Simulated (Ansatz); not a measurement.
## CoBiS3, from a guessed structure to a relaxed one

Starting from a made-up structure for CoBiS3, the aim is the relaxed cell, its shortest contacts and, where a second run follows, its electronic structure.

Program: Ansatz 0.2.0. Level of theory: DFT, PBE, plane-wave PAW, default files, scalar-relativistic, ferromagnetic start, cell and ions relaxed at zero pressure, in the first sound run; inputs show where later runs differ. Results are calculated unless marked as measured.

### Step 1. Set-up

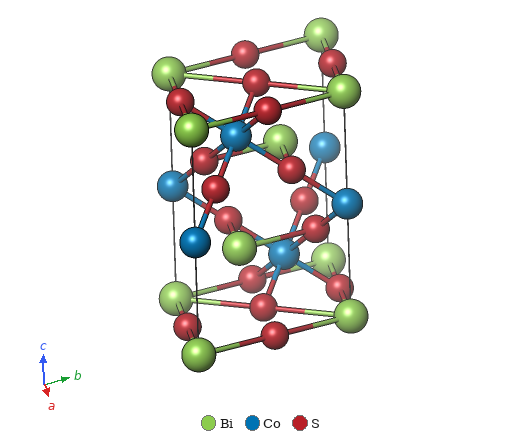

The starting structure, seen slightly off an axis (bismuth green, cobalt blue, sulfur red). This picture shows the conventional cell, with its axes. Some periodic images of atoms are drawn too.

Structure file:

```cif
data_structure
_symmetry_space_group_name_H-M 'P 1'
_symmetry_Int_Tables_number 1
_cell_length_a 4.6624
_cell_length_b 4.6624
_cell_length_c 4.6624
_cell_angle_alpha 89.520
_cell_angle_beta 89.520
_cell_angle_gamma 89.520
_cell_volume 101.34
loop_
_atom_site_label
_atom_site_type_symbol
_atom_site_fract_x
_atom_site_fract_y
_atom_site_fract_z
_atom_site_occupancy
Bi1 Bi 0.00000 0.00000 0.00000 1
Co2 Co 0.50000 0.50000 0.50000 1
S3 S 0.50000 0.50000 0.00000 1
S4 S 0.50000 0.00000 0.50000 1
S5 S 0.00000 0.50000 0.50000 1
```

### Step 2. Relaxation of the guess

The guess takes its coordinates from another compound and its volume from a rule, so the cell and any free coordinates are relaxed together.

The input, input.yaml:

```yaml
crystal:
  lattice:
    - [3.283, 1.895440934, 2.714333333]
    - [-3.283, 1.895440934, 2.714333333]
    - [0.0, -3.790881867, 2.714333333]
  atoms:
    - { symbol: Bi, position: [0.0, 0.0, 0.0] }
    - { symbol: Co, position: [0.5, 0.5, 0.5], spin: 2.0 }
    - { symbol: S, position: [0.5, 0.5, 0.0] }
    - { symbol: S, position: [0.5, 0.0, 0.5] }
    - { symbol: S, position: [0.0, 0.5, 0.5] }
magnetization:
  spin_polarized: true
kpoints:
  mp_grid: { grid: [6, 6, 6] }
scf:
  occupations: { method: fermi_dirac, width: 0.05 }
hamiltonian:
  xc: pbe
  pseudopotentials: { kind: paw }
relax:
  f_tol: 0.015
  max_steps: 70
  cell: {}
output:
  forces: true
  stress: true
```

Launch:

```sh
$ ansatz run input.yaml --threads 4 --pin off --max-ram 8192MiB --backend cpu --events-out ev --progress --plain --runs-dir out
```

Numbers of over 12 decimals in the logs are rounded to 6 here.

The log of the run:

```text
Engine: ansatz 0.2.0, aarch64-unknown-linux-gnu
Pseudopotentials: kind: paw
Pseudopotential: Bi, paw, valence charge 15, recommended cutoff 420 eV (normal), Bi.paw.azcp
Pseudopotential: Co, paw, valence charge 17, recommended cutoff 420 eV (normal), Co.paw.azcp
Pseudopotential: S, paw, valence charge 6, recommended cutoff 420 eV (normal), S.paw.azcp
Functional definition: PBE
  parameter kappa = 0.804
  parameter beta = 0.066725
  exchange = pbe_x(kappa = kappa, mu = beta*pi^2/3)
  correlation = pbe_c(beta = beta)
Crystal: 5 atoms, lattice volume = 101.343 Å³
Basis set: ecut = 420 eV, 1959 PW (Γ), exchange–correlation on 64×64×64 points (8 copies of the dense FFT grid, shifted against one another)
Bands: 32, of which v1, the nominal top of the filled ones, is band 25 counted from 1 (24 counted from 0)
Symmetry: 12 space group operations
Space group: R-3m (ITA 166), of the structure as read, at distance tolerance 4.7e-5 Å
Magnetic group: BNS 166.97 (UNI 1327), of the structure as read, at distance tolerance 4.7e-5 Å
k-points: 32 of 216
Non-local potential: Bi, projectors of the file, l = 0: 2, l = 1: 2, l = 2: 2, l = 3: 2
Non-local potential: Co, projectors of the file, l = 0: 3, l = 1: 2, l = 2: 3, l = 3: 1
Non-local potential: S, projectors of the file, l = 0: 2, l = 1: 2, l = 2: 2
PAW form: soft (Blöchl's): semilocal exchange-correlation on the pseudo side does not see the compensation charge
PAW one-centre angular grid: Bi, 590 points (default); XC on 64 Gauss nodes
PAW one-centre angular grid: Co, 590 points (default); XC on 64 Gauss nodes
PAW one-centre angular grid: S, 110 points (default); XC on 64 Gauss nodes
Initial density: superposition of atomic densities (chi_scale 0.1, normalization cell, long waves kept (reshape's long-wave potential 0.02 eV rms))
Starting moments: Σ|m| = 2 μB on 1 of 5 sites
Initial wavefunctions: pseudopotential atomic-orbital guess
Functional: x = pbe(κ = 0.804, μ = 0.219515), c = pbe(β = 0.066725)
SCF iter   1: F=—  HF=-20229.053911 eV  |F-HF|=—  |Δ(HF+E_count)|=         —  Δρ=3.68e-2 (↑3.68e-2 ↓3.03e-2)  dr2=1.10e1  dr2_m=3.58e-2  M=2.372 μB ∫|m|=2.373 μB  β_m=0.30  ethr=3.10e-3  ⟨swp⟩=6.4  Hψ=8763  notcnv=0  defer=8
Mixer restart at iter 1: flushing history
preconditioner: auto → Kerker (q_TF=auto, 2.425 Å⁻¹)  [metal: Δε(μ)=0.008 eV  Ē_g=11.859 eV  σ=0.050 eV  W_gap=0.04  n_scr=26 (ndim 8)  ℏωp=23.9 eV  f_vac=0.000  D(μ)=7.38/eV (n_scr^D=80)]
spin=Collinear: Kerker preconditioning applied to the charge; magnetization (m = ρ↑ − ρ↓) channel mixes plain (no charge-response kernel on spin).
SCF iter   2: F=—  HF=-20229.128975 eV  |F-HF|=—  |Δ(HF+E_count)|=   7.51e-2  Δρ=2.06e-2 (↑2.06e-2 ↓2.04e-2)  dr2=6.19e0  dr2_m=1.52e-2  M=2.353 μB ∫|m|=2.353 μB  β_m=0.54  ethr=3.10e-3  ⟨swp⟩=2.8  Hψ=3720  notcnv=0  defer=82
SCF iter   3: F=—  HF=-20228.371099 eV  |F-HF|=—  |Δ(HF+E_count)|=   7.58e-1  Δρ=3.07e-2 (↑1.05e-2 ↓3.07e-2)  dr2=2.68e0  dr2_m=1.14e-1  M=2.103 μB ∫|m|=2.145 μB  β_m=0.50  ethr=3.10e-3  ⟨swp⟩=3.2  Hψ=4079  notcnv=0  defer=83
SCF iter   4: F=—  HF=-20228.089910 eV  |F-HF|=—  |Δ(HF+E_count)|=   2.81e-1  Δρ=2.00e-2 (↑2.00e-2 ↓7.63e-3)  dr2=3.11e-1  dr2_m=9.03e-2  M=1.936 μB ∫|m|=2.131 μB  β_m=0.75  ethr=3.10e-3  ⟨swp⟩=3.4  Hψ=3910  notcnv=0  defer=65
SCF iter   5: F=—  HF=-20228.204266 eV  |F-HF|=—  |Δ(HF+E_count)|=   1.14e-1  Δρ=8.83e-3 (↑8.83e-3 ↓4.27e-3)  dr2=1.90e-1  dr2_m=1.72e-2  M=1.806 μB ∫|m|=2.038 μB  β_m=0.88  ethr=6.22e-4  ⟨swp⟩=3.4  Hψ=4092  notcnv=0  defer=46
SCF iter   6: F=—  HF=-20228.195217 eV  |F-HF|=—  |Δ(HF+E_count)|=         —  Δρ=1.34e-2 (↑1.34e-2 ↓4.35e-3)  dr2=9.89e-2  dr2_m=7.10e-2  M=1.295 μB ∫|m|=1.676 μB  β_m=0.88  ethr=3.80e-4  ⟨swp⟩=3.1  Hψ=3606  notcnv=0  defer=46
Mixer restart at iter 6: flushing history
SCF iter   7: F=—  HF=-20228.221656 eV  |F-HF|=—  |Δ(HF+E_count)|=   2.64e-2  Δρ=2.29e-2 (↑3.43e-3 ↓2.29e-2)  dr2=3.15e-1  dr2_m=1.23e-1  M=1.054 μB ∫|m|=1.419 μB  β_m=0.76  ethr=1.98e-4  ⟨swp⟩=3.2  Hψ=4416  notcnv=0  defer=44  recentre
SCF iter   8: F=—  HF=-20228.221819 eV  |F-HF|=—  |Δ(HF+E_count)|=   1.63e-4  Δρ=1.45e-2 (↑1.45e-2 ↓4.08e-3)  dr2=8.81e-2  dr2_m=7.72e-2  M=1.044 μB ∫|m|=1.426 μB  β_m=0.59  ethr=1.98e-4  ⟨swp⟩=3.1  Hψ=4600  notcnv=0  defer=49
SCF iter   9: F=-20228.212071 eV  HF=-20228.219703 eV  |F-HF|=7.63e-3  |Δ(HF+E_count)|=   2.12e-3  Δρ=9.24e-3 (↑9.24e-3 ↓7.32e-3)  dr2=2.55e-3  dr2_m=6.31e-2  M=0.845 μB ∫|m|=1.185 μB  β_m=0.38  ethr=1.76e-4  ⟨swp⟩=2.0  Hψ=2731  notcnv=0  defer=49
SCF iter  10: F=-20228.204489 eV  HF=-20228.202832 eV  |F-HF|=1.66e-3  |Δ(HF+E_count)|=   1.69e-2  Δρ=5.56e-3 (↑5.56e-3 ↓2.82e-3)  dr2=2.54e-2  dr2_m=1.37e-2  M=0.832 μB ∫|m|=1.135 μB  β_m=0.41  ethr=5.09e-6  ⟨swp⟩=2.5  Hψ=4545  notcnv=0  defer=49
SCF iter  11: F=-20228.204175 eV  HF=-20228.202819 eV  |F-HF|=1.36e-3  |Δ(HF+E_count)|=   1.29e-5  Δρ=8.83e-3 (↑4.35e-3 ↓8.83e-3)  dr2=2.75e-2  dr2_m=3.93e-2  M=0.777 μB ∫|m|=1.010 μB  β_m=0.73  ethr=5.09e-6  ⟨swp⟩=2.2  Hψ=4280  notcnv=0  defer=50
SCF iter  12: F=-20228.218559 eV  HF=-20228.218870 eV  |F-HF|=3.11e-4  |Δ(HF+E_count)|=   1.61e-2  Δρ=2.82e-3 (↑2.82e-3 ↓1.78e-3)  dr2=1.47e-3  dr2_m=4.76e-3  M=0.797 μB ∫|m|=1.078 μB  β_m=0.86  ethr=5.09e-6  ⟨swp⟩=2.5  Hψ=4502  notcnv=0  defer=50
SCF iter  13: F=-20228.219171 eV  HF=-20228.219793 eV  |F-HF|=6.22e-4  |Δ(HF+E_count)|=   9.23e-4  Δρ=2.28e-3 (↑2.28e-3 ↓1.57e-3)  dr2=5.77e-4  dr2_m=3.39e-3  M=0.797 μB ∫|m|=1.072 μB  β_m=0.93  ethr=2.93e-6  ⟨swp⟩=1.7  Hψ=2554  notcnv=0  defer=50
SCF iter  14: F=-20228.219846 eV  HF=-20228.219875 eV  |F-HF|=2.90e-5  |Δ(HF+E_count)|=   8.16e-5  Δρ=5.16e-4 (↑3.54e-4 ↓5.16e-4)  dr2=3.40e-5  dr2_m=1.75e-4  M=0.787 μB ∫|m|=1.047 μB  β_m=0.97  ethr=1.15e-6  ⟨swp⟩=2.0  Hψ=3751  notcnv=0  defer=50
SCF iter  15: F=-20228.219858 eV  HF=-20228.219872 eV  |F-HF|=1.38e-5  |Δ(HF+E_count)|=   2.93e-6  Δρ=3.69e-4 (↑2.47e-4 ↓3.69e-4)  dr2=1.52e-5  dr2_m=8.78e-5  M=0.787 μB ∫|m|=1.047 μB  β_m=0.98  ethr=6.80e-8  ⟨swp⟩=1.4  Hψ=2177  notcnv=0  defer=50
SCF iter  16: F=-20228.219869 eV  HF=-20228.219870 eV  |F-HF|=1.16e-6  |Δ(HF+E_count)|=   1.50e-6  Δρ=1.11e-4 (↑7.85e-5 ↓1.11e-4)  dr2=8.98e-7  dr2_m=8.28e-6  M=0.787 μB ∫|m|=1.049 μB  β_m=0.90  ethr=3.04e-8  ⟨swp⟩=1.8  Hψ=2483  notcnv=0  defer=50
SCF iter  17: F=-20228.219870 eV  HF=-20228.219870 eV  |F-HF|=5.13e-7  |Δ(HF+E_count)|=   7.96e-8  Δρ=2.70e-5 (↑2.70e-5 ↓8.31e-6)  dr2=7.71e-7  dr2_m=1.58e-7  M=0.787 μB ∫|m|=1.050 μB  β_m=0.90  ethr=1.80e-9  ⟨swp⟩=2.1  Hψ=3564  notcnv=0  defer=50
[...]
SCF iter   8: F=—  HF=-20228.435497 eV  |F-HF|=—  |Δ(HF+E_count)|=   3.44e-7  Δρ=5.57e-5 (↑3.22e-5 ↓5.57e-5)  dr2=8.13e-6  dr2_m=1.24e-7  M=0.701 μB ∫|m|=0.878 μB  β_m=0.86  ethr=4.17e-8  ⟨swp⟩=1.1  Hψ=2058  notcnv=0
SCF iter   9: F=—  HF=-20228.435497 eV  |F-HF|=—  |Δ(HF+E_count)|=   4.40e-7  Δρ=7.78e-6 (↑7.78e-6 ↓3.03e-6)  dr2=1.97e-7  dr2_m=8.98e-9  M=0.702 μB ∫|m|=0.878 μB  β_m=0.93  ethr=1.63e-8  ⟨swp⟩=1.9  Hψ=2289  notcnv=0
SCF iter  10: F=-20228.435497 eV  HF=-20228.435497 eV  |F-HF|=2.21e-7  |Δ(HF+E_count)|=   4.78e-9  Δρ=1.02e-5 (↑5.00e-6 ↓1.02e-5)  dr2=2.38e-7  dr2_m=6.08e-9  M=0.702 μB ∫|m|=0.878 μB  ethr=3.94e-10  ⟨swp⟩=2.6  Hψ=6268  notcnv=0
SCF 3 converged in 10 iterations: F = -20228.435497 eV  dr2 = 2.38e-7
relax step   3: F+E_penalty+E_count = -20228.43549679 eV  Δ(F+E_penalty+E_count) = -1.065e-2 eV  max|allowed force component| = 2.173e-28 eV/Å  Δτ_max = 0.0000 Å  P = +0.350 GPa  Ω = 91.972 Å³  energy of the carried Pulay correction = +1.862e-3 eV  (10 SCF iters, dr2 threshold 5.00e-7 eV, accepted)
[...]
relax step   4: F+E_penalty+E_count = -20228.43584382 eV  Δ(F+E_penalty+E_count) = -3.470e-4 eV  max|allowed force component| = 1.605e-28 eV/Å  Δτ_max = 0.0000 Å  P = +0.000 GPa  Ω = 92.319 Å³  energy of the carried Pulay correction = +1.790e-3 eV  (9 SCF iters, dr2 threshold 3.84e-7 eV, accepted)
[...]
relax step   5: F+E_penalty+E_count = -20228.43586804 eV  Δ(F+E_penalty+E_count) = -2.422e-5 eV  max|allowed force component| = 2.137e-28 eV/Å  Δτ_max = 0.0000 Å  P = -0.000 GPa  Ω = 92.319 Å³  energy of the carried Pulay correction = +1.790e-3 eV  (6 SCF iters, dr2 threshold 6.77e-9 eV, accepted)
Initial wavefunctions: pseudopotential atomic-orbital guess (no wavefunctions were taken with the density)
iter 1 solved again at ethr=1.26e-7 eV; its pass at ethr=3.10e-3 eV (dr2=6.29e-5 eV) is discarded
SCF iter   1: F=—  HF=-20228.434138 eV  |F-HF|=—  |Δ(HF+E_count)|=         —  Δρ=1.15e-4 (↑1.08e-4 ↓1.15e-4)  dr2=5.58e-6  dr2_m=2.27e-8  M=0.706 μB ∫|m|=0.886 μB  β_m=0.65  ethr=1.26e-7  ⟨swp⟩=3.5  Hψ=14884  notcnv=0
preconditioner: auto → Kerker (q_TF=auto, 2.186 Å⁻¹)  [metal: Δε(μ)=0.007 eV  Ē_g=12.688 eV  σ=0.050 eV  W_gap=0.03  n_scr=18 (ndim 8)  ℏωp=25.0 eV  f_vac=0.000  D(μ)=4.64/eV (n_scr^D=32)]
spin=Collinear: Kerker preconditioning applied to the charge; magnetization (m = ρ↑ − ρ↓) channel mixes plain (no charge-response kernel on spin).
SCF iter   2: F=—  HF=-20228.434149 eV  |F-HF|=—  |Δ(HF+E_count)|=   1.10e-5  Δρ=3.73e-5 (↑3.73e-5 ↓3.64e-5)  dr2=1.71e-6  dr2_m=2.30e-8  M=0.706 μB ∫|m|=0.886 μB  β_m=0.50  ethr=1.12e-8  ⟨swp⟩=2.0  Hψ=3644  notcnv=0
SCF iter   3: F=—  HF=-20228.434149 eV  |F-HF|=—  |Δ(HF+E_count)|=   1.16e-7  Δρ=2.67e-5 (↑2.50e-5 ↓2.67e-5)  dr2=2.99e-7  dr2_m=1.39e-9  M=0.706 μB ∫|m|=0.886 μB  β_m=0.53  ethr=3.42e-9  ⟨swp⟩=2.0  Hψ=3618  notcnv=0
SCF iter   4: F=—  HF=-20228.434149 eV  |F-HF|=—  |Δ(HF+E_count)|=   2.55e-8  Δρ=2.27e-6 (↑1.79e-6 ↓2.27e-6)  dr2=1.27e-8  dr2_m=3.19e-10  M=0.706 μB ∫|m|=0.886 μB  β_m=0.75  ethr=5.98e-10  ⟨swp⟩=2.0  Hψ=3620  notcnv=0
SCF iter   5: F=—  HF=-20228.434149 eV  |F-HF|=—  |Δ(HF+E_count)|=   1.59e-9  Δρ=1.68e-6 (↑5.68e-7 ↓1.68e-6)  dr2=2.98e-9  dr2_m=3.35e-10  M=0.706 μB ∫|m|=0.886 μB  β_m=0.87  ethr=2.54e-11  ⟨swp⟩=2.1  Hψ=3529  notcnv=0
SCF iter   6: F=—  HF=-20228.434149 eV  |F-HF|=—  |Δ(HF+E_count)|=   4.55e-9  Δρ=1.03e-6 (↑1.47e-7 ↓1.03e-6)  dr2=9.07e-10  dr2_m=2.66e-10  M=0.706 μB ∫|m|=0.886 μB  β_m=0.94  ethr=5.95e-12  ⟨swp⟩=2.0  Hψ=3642  notcnv=0
SCF iter   7: F=—  HF=-20228.434149 eV  |F-HF|=—  |Δ(HF+E_count)|=  4.73e-10  Δρ=3.39e-7 (↑3.39e-7 ↓1.06e-7)  dr2=5.23e-11  dr2_m=3.24e-11  M=0.706 μB ∫|m|=0.886 μB  β_m=0.97  ethr=1.81e-12  ⟨swp⟩=2.0  Hψ=3664  notcnv=0
SCF iter   8: F=—  HF=-20228.434149 eV  |F-HF|=—  |Δ(HF+E_count)|=    0.00e0  Δρ=7.61e-8 (↑7.61e-8 ↓6.42e-8)  dr2=1.48e-11  dr2_m=1.37e-13  M=0.706 μB ∫|m|=0.886 μB  β_m=0.98  ethr=1.00e-12  ⟨swp⟩=1.0  Hψ=2053  notcnv=0
SCF iter   9: F=—  HF=-20228.434149 eV  |F-HF|=—  |Δ(HF+E_count)|=  1.82e-11  Δρ=4.70e-8 (↑1.73e-8 ↓4.70e-8)  dr2=2.86e-12  dr2_m=2.11e-13  M=0.706 μB ∫|m|=0.886 μB  β_m=0.99  ethr=1.00e-12  ⟨swp⟩=1.0  Hψ=2048  notcnv=0
SCF iter  10: F=-20228.434149 eV  HF=-20228.434149 eV  |F-HF|=2.55e-11  |Δ(HF+E_count)|=  3.64e-12  Δρ=1.13e-7 (↑3.78e-8 ↓1.13e-7)  dr2=1.95e-11  dr2_m=1.28e-12  M=0.706 μB ∫|m|=0.886 μB  ethr=1.00e-12  ⟨swp⟩=2.0  Hψ=5951  notcnv=0
SCF 6 converged in 10 iterations: F = -20228.434149 eV  dr2 = 1.95e-11
relax step   6: F+E_penalty+E_count = -20228.43414872 eV  Δ(F+E_penalty+E_count) = +1.719e-3 eV  max|allowed force component| = 2.158e-28 eV/Å  Δτ_max = 0.0000 Å  P = -0.000 GPa  Ω = 92.319 Å³  stress off target by 1.91e-2 GPa  SCF on the basis re-selected at this cell (its energy is not comparable with the rows above)  (10 SCF iters)
basis re-selected at this cell: Δ(F+E_penalty+E_count) = +1.719e-3 eV, ΔP = -0.000 GPa vs the last step (what re-selecting the basis moved, of the pressure what is left beyond the Pulay correction that the steps carried, after the strain that the cell walked since its last selection, with what the two solves' SCF thresholds leave and, on support functions, any second-order correction that the steps lacked; it is no m [...]
SCF converged after 10 iterations
Magnetization: 0.7063 μB (25.3531 up, 24.6469 down)
Absolute magnetization: 0.8866 μB (∫|ρ↑−ρ↓|, with the PAW one-centre terms)
Spin contamination: 0.0253 ħ² per cell (⟨S²⟩ above its minimum at these occupations)
Per-site moments (μB) at R_I (Å): [(-0.046619, 1.317989), (0.488202, 0.932161), (0.061807, 0.932161), (0.061807, 0.932161), (0.061807, 0.932161)]
Free energy (F): -20228.434149 eV
Harris-Foulkes:  -20228.434149 eV  (|F-HF|=2.55e-11)
Internal energy: -20228.395439 eV  (E = F + TS)
E sigma→0 (E₀):  -20228.414794 eV
Entropy (-TS):   -0.038710 eV (-7.742 meV/atom)
Fermi energy:    10.327208 eV
--- Per-component energies (eV) ---
  E_band       = -414.076833
  E_kinetic    = 1073.568076
  E_local      = -5947.072376  (includes V_loc(G=0)·N_el)
  E_nonlocal   = 1106.247975
  E_hartree    = 2378.184480
  E_xc         = -600.600911
  E_vxc        = -610.428095  (∫ρ·V_xc dr)
  E_paw        = -13980.732195  (= ΣΔE_a)
  E_vpaw       = -792.761368  (= ΣTr[D̂ρ^β])
  E_aug_tail   = -0.000374  (compensation charges beyond the density's cutoff)
  E_ewald      = -4257.990113
  E_smearing   = -0.038710  (= −TS)
  E_closure    = -0.000000  (closes the sum)
  Σ components = -20228.434149   (vs F -20228.434149, Δ=0.00e0)
--- Forces (eV/Å), atoms counted from 1 ---
  atom   1  Bi    -0.00000000     0.00000000     0.00000000
  atom   2  Co     0.00000000     0.00000000     0.00000000
  atom   3  S      0.00000000     0.00000000     0.00000000
  atom   4  S      0.00000000    -0.00000000     0.00000000
  atom   5  S     -0.00000000     0.00000000    -0.00000000
  max |Σ_I F_I| component: 2.67e-28 eV/Å
--- Stress (GPa, compression-positive) ---
        0.009020      -0.000000       0.000000
       -0.000000       0.009020      -0.000000
        0.000000      -0.000000      -0.019055
  P = ⅓ Tr σ = -0.0003 GPa (-0.003 kbar)
--- Relaxed structure (5 steps of the walk, 5 accepted, 1 SCFs on fresh bases) ---
  F+E_penalty+E_count = -20228.43414872 eV   max|allowed force component| = 2.158e-28 eV/Å   (the final SCF, on the basis selected at the relaxed cell)
  cell:  # Å, volume = 92.3191 Å³
    - [3.195125, 1.844706, 2.610508]
    - [-3.195125, 1.844706, 2.610508]
    - [-6.531024216637232e-18, -3.689413, 2.610508]
  atoms:
    - { symbol: Bi, position: [0, 0, 0] }
    - { symbol: Co, position: [0.500000, 0.500000, 0.500000] }
    - { symbol: S, position: [0.5, 0.5, -5.551115123125783e-17] }
    - { symbol: S, position: [0.500000, 1.6653345369377348e-16, 0.500000] }
    - { symbol: S, position: [1.6653345369377348e-16, 0.500000, 0.500000] }
```

The job ended after 26 s (4 threads of Arm Neoverse V1, shared host; peak memory 0.64 GiB; 97 s of CPU time).

The steps of the relaxation:

```csv
step,energy less that of the first step (eV),largest force component (eV/Å),pressure (GPa),volume (Å³)
1,0.0000,0.0000,-6.94,101.34
2,-0.2050,0.0000,-1.73,94.15
3,-0.2156,0.0000,0.35,91.97
4,-0.2160,0.0000,0.00,92.32
5,-0.2160,0.0000,0.00,92.32
6*,-0.2143,0.0000,0.00,92.32
```

Relaxation steps marked * repeat the geometry before them on a plane-wave basis chosen anew for their cell, so energy and pressure can jump there.

The run keeps the 12 symmetry operations that it works with, so distortions that break them were not tested.

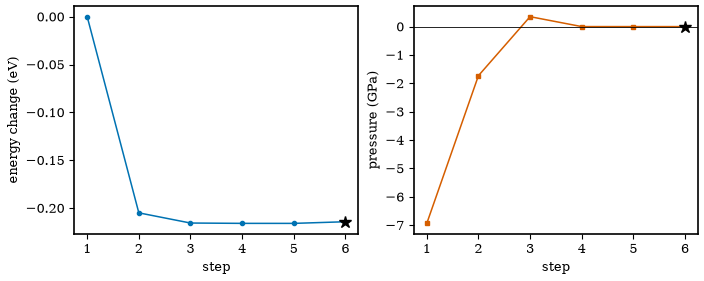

Energy and pressure along the relaxation. Stars mark steps on a basis chosen anew.

| cell as run | before | after | change |
| --- | --- | --- | --- |
| a (Å) | 4.662 | 4.520 | -3.1 % |
| b (Å) | 4.662 | 4.520 | -3.1 % |
| c (Å) | 4.662 | 4.520 | -3.1 % |
| α (°) | 89.52 | 89.98 | +0.5 % |
| β (°) | 89.52 | 89.98 | +0.5 % |
| γ (°) | 89.52 | 89.98 | +0.5 % |
| volume (Å³/atom) | 20.27 | 18.46 | -8.9 % |

Final coordinates:

```xyz
5
Lattice="3.1951 1.8447 2.6105 -3.1951 1.8447 2.6105 0.0000 -3.6894 2.6105" Properties=species:S:1:pos:R:3 pbc="T T T"
Bi    0.0000    0.0000    0.0000
Co    0.0000    0.0000    3.9158
S     0.0000    1.8447    2.6105
S     1.5976   -0.9224    2.6105
S    -1.5976   -0.9224    2.6105
```

This step gave:

```
free energy             : -20228.4341 eV
energy at zero smearing : -20228.4148 eV
smearing term TS        : 0.03871 eV
Fermi energy            : 10.33 eV
magnetization           : 0.7063 μB
absolute magnetization  : 0.8866 μB
site moments            : -0.04662, 0.4882, 0.06181, 0.06181, 0.06181 μB
electrons               : 50
symmetry operations     : 12
pressure                : -3.39e-4 GPa
```

Site moment by atom:

```csv
atom,site moment (μB)
Bi1,-0.047
Co2,0.488
S3,0.062
S4,0.062
S5,0.062
```

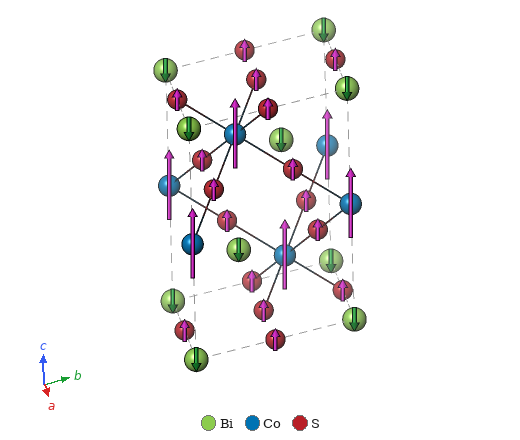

Site moment as arrows, the longest 0.488 μB. Up and down stand for the sign. Arrows give size and sign along the axis of quantisation, drawn up and down the page. Each arrow also spans its atom, so small moments look longer than they are. The two directions have two colours. Some periodic images of atoms are drawn too.

The shortest distance of each pair, which need not be the same contact before and after:

```csv
pair,guess (Å),relaxed (Å)
Co–S,2.331,2.260
Bi–S,3.283,3.195
S–S,3.283,3.195
Bi–Co,4.026,3.913
Bi–Bi,4.662,4.520
```

The relaxation ends with a pressure of 0.00 GPa.

(Continued in part 2 of 2.)

[Logs are printed without paths, hosts, clocks, repeated set-up lines and the standing remarks that a program may print on its own settings, such as how far it seeks lower states.]

[Hosts, paths, dates, database ids (printed as entryN), source tags and the programs' standing remarks are cut or masked in the printed files.]
